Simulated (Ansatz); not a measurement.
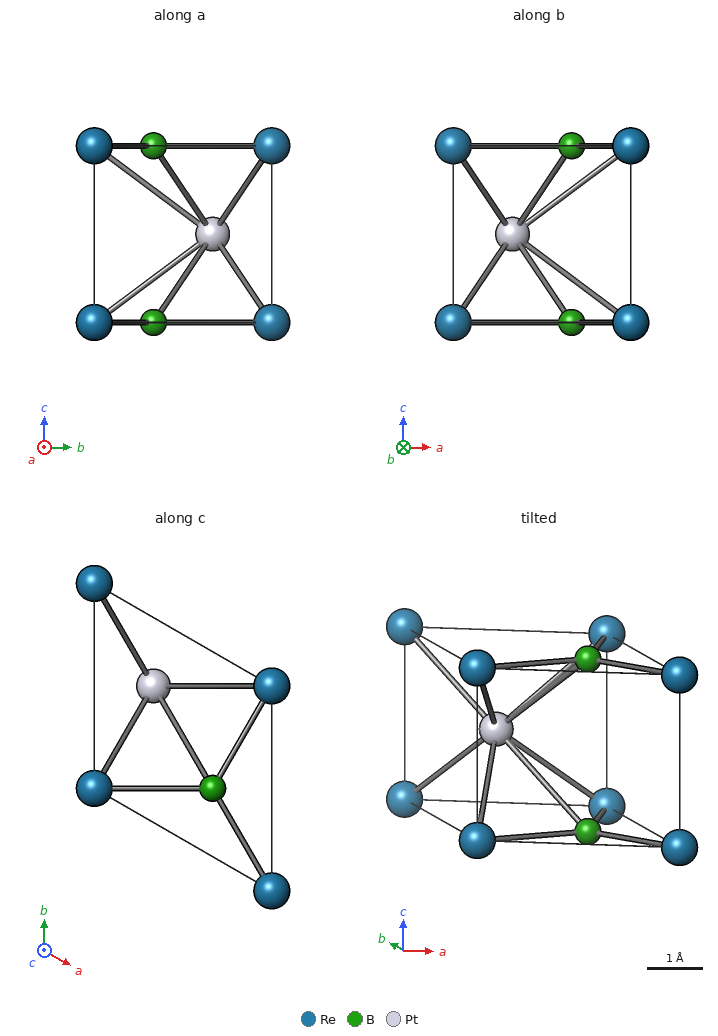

Ball-and-stick representation of a periodic structure, projected along the a axis, along the b axis, along the c axis and slightly off an axis. The frame is the conventional unit cell; atoms at its boundary are shown with their periodic copies.

Lattice parameters: a = 3.753 Å, b = 3.753 Å, c = 3.235 Å, α = 90.00°, β = 90.00°, γ = 120.00°. Put a along x and b in the xy plane.

Q: Set out the cell and atoms as a POSCAR file.

A:
```
Re B Pt
1.0
     3.753    0.000    0.000
    -1.876    3.250    0.000
     0.000    0.000    3.235
Re B Pt
1 1 1
Direct
  0.0000 0.0000 0.0000
  0.6667 0.3333 0.0000
  0.3333 0.6667 0.5000
```

The structure comes from a structure type filled with these elements by a generator (whether the compound takes this form wasn't checked). Earlier steps of the study may have refined or changed the cell and positions. It went into a calculation with Ansatz.
